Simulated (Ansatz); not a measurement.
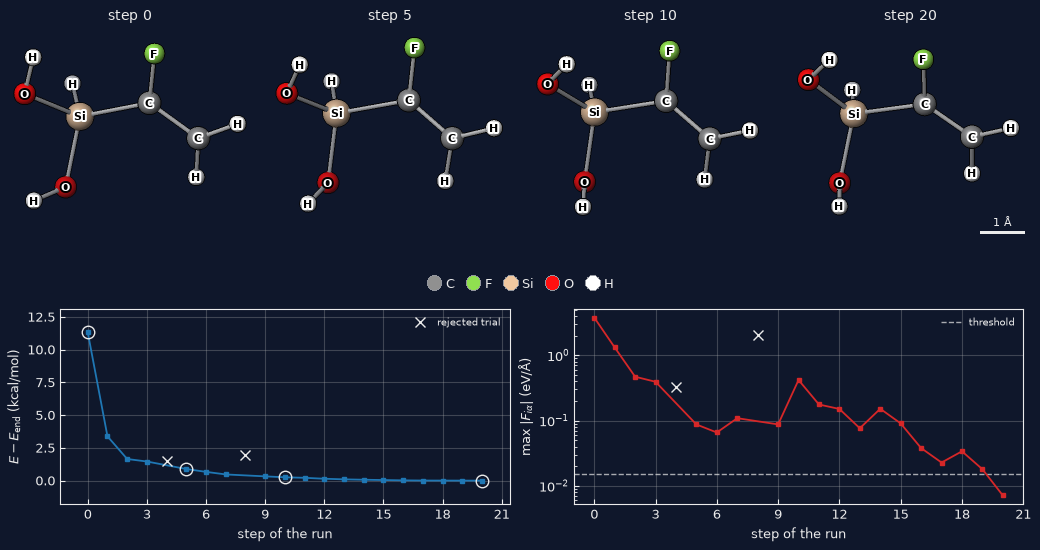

Frames of a relaxation of C2H5FO2Si, marked on the history of the run. Style: ball-and-stick. Shown at a tilt.

The run prepares an end point of a later path (torsion) calculation, from a guessed geometry.

Theory: RKS LDA/def2-SVP in Ansatz 0.2.0.

The input:
```yaml
crystal:
  periodic: [false, false, false]
  atoms:
    - { symbol: C, position_ang: [1.3991, -1.4373, 0.2927] }
    - { symbol: C, position_ang: [0.5113, -0.4471, 0.7221] }
    - { symbol: F, position_ang: [0.01708, 0.38473, -0.21675] }
    - { symbol: Si, position_ang: [-0.08085, -0.2037, 2.42657] }
    - { symbol: O, position_ang: [1.01146, -0.72087, 3.59771] }
    - { symbol: O, position_ang: [-0.24854, 1.48644, 2.75198] }
    - { symbol: H, position_ang: [1.8233, -2.0909, 0.9831] }
    - { symbol: H, position_ang: [1.6454, -1.4788, -0.7761] }
    - { symbol: H, position_ang: [-1.40215, -0.76358, 2.64087] }
    - { symbol: H, position_ang: [1.36683, -0.00774, 4.12714] }
    - { symbol: H, position_ang: [-0.60341, 2.01137, 1.98606] }
basis:
  gaussian: { orbitals: def2-SVP }
hamiltonian:
  xc: lda
relax:
  f_tol: 0.015
  max_steps: 40
```

Run as
```bash
ansatz run input.yaml --threads 2 --pin off --max-ram 3072MiB --backend cpu --events-out ev --progress --plain --runs-dir out
```

Describe the path.

The atom that moves furthest after the best rigid fit is H10 (0.65 Å). By element the largest moves are H 0.65 Å, O 0.35 Å, F 0.34 Å, Si 0.17 Å, C 0.15 Å. Near-neighbour distances that change, for instance: Si4–O6 1.729 → 1.657 Å, C1–C2 1.398 → 1.334 Å, C2–Si4 1.821 → 1.882 Å, C1–H7 1.041 → 1.103 Å. Bond angles that change, for instance: O5–Si4–O6 103.4° → 114.4°, O5–Si4–H9 111.7° → 103.6°, C2–Si4–O6 109.8° → 101.9°. Groups turn about Si4–O5 by about 60°, Si4–O6 by about 35°. After 18 accepted moves (20 points after the start) the energy has fallen by 11.3 kcal/mol. Largest force component: 3.8 eV/Å at the start, 0.0071 eV/Å at the end. The line search rejected the trial steps at points 4, 8 of the run. From step 0 to 5: H10 moves most (0.34 Å), energy −10.4 kcal/mol. From step 5 to 10: H10 moves most (0.36 Å), energy −0.63 kcal/mol. From step 10 to 20: F3 moves most (0.35 Å), energy −0.26 kcal/mol.

```csv
step,"E − E(0), kcal/mol","largest force component, eV/Å",note
0,0.00,3.7828,
1,-7.93,1.3223,
2,-9.66,0.4705,
3,-9.85,0.3934,
4,-9.83,0.3245,rejected
5,-10.42,0.0873,
6,-10.64,0.0658,
7,-10.84,0.1089,
8,-9.39,2.0160,rejected
9,-10.99,0.0875,
10,-11.06,0.4192,
11,-11.10,0.1766,
12,-11.17,0.1508,
13,-11.21,0.0763,
14,-11.24,0.1519,
15,-11.27,0.0906,
16,-11.29,0.0379,
17,-11.30,0.0228,
18,-11.31,0.0339,
19,-11.31,0.0180,
20,-11.31,0.0071,
```
